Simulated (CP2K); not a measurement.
Consider 2-ethynyloxazole at its PBE geometry (Å).

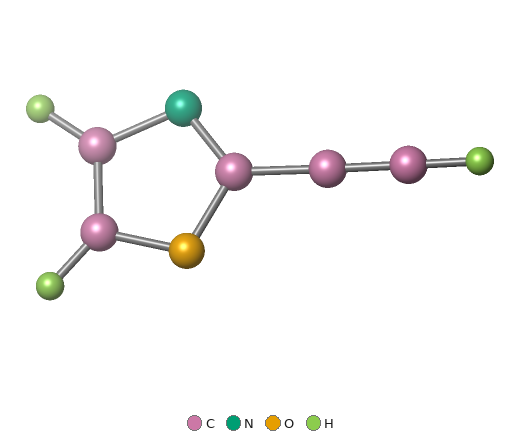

The molecule (carbon pink, nitrogen teal, oxygen orange, hydrogen green).

```xyz
10

C     2.9688   -0.1873    0.0361
C     1.7600   -0.0792    0.0311
C     0.3574    0.0742    0.0259
N    -0.3435    1.1650    0.2245
C    -1.6636    0.7628    0.1104
C    -1.7102   -0.5745   -0.1561
O    -0.4229   -1.0455   -0.2185
H     4.0347   -0.2772    0.0385
H    -2.4839    1.4624    0.2269
H    -2.4967   -1.3006   -0.3189
```

Method: CP2K XAS_TDP, all-electron GAPW, PBEh(45%), aug-cc-pVDZ, TDA, GW2X-corrected core level, no relativity.

Predict the bright core excitations at the O K edge.

Leading lines: O7 534.69 eV. The leading line of an atom is its first one with 35 % of the strongest within 2.5 eV of its lowest line over the strength cut. Core ionisation energies at this level: O7 540.05 eV.

The first six lines of each atom with a strength over 0.0015:

```tsv
atom	energy (eV)	states	strength, one atom	above the computed threshold
O7 (bonded to 2 C)	534.69	1	0.0264	
	537.68	1	0.0157	
	538.43	1	0.0078	
	538.80	1	0.0184	
	539.40	1	0.0055	
	539.93	1	0.0081
```

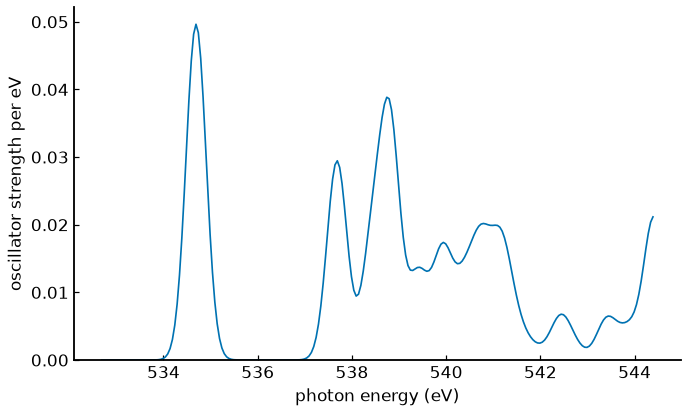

All atoms added, broadened by 0.5 eV.

Lines are vertical, at one geometry, with no vibrational structure. GW2X ionisation energies and lines can be off by 1 to 2 eV either way, and a good line position may hide errors that cancel. These values hold no scalar relativity, about 0.4 eV for O 1s. Rydberg lines, and the discretised continuum above threshold, depend on the basis and the box.

[Banner, clock and machine lines of the logs are left out without a mark of their own.]

[Logs are printed without paths, hosts, clocks, repeated set-up lines and the standing remarks that a program may print on its own settings, such as how far it seeks lower states.]

[Hosts, paths, dates, database ids (printed as entryN), source tags and the programs' standing remarks are cut or masked in the printed files.]
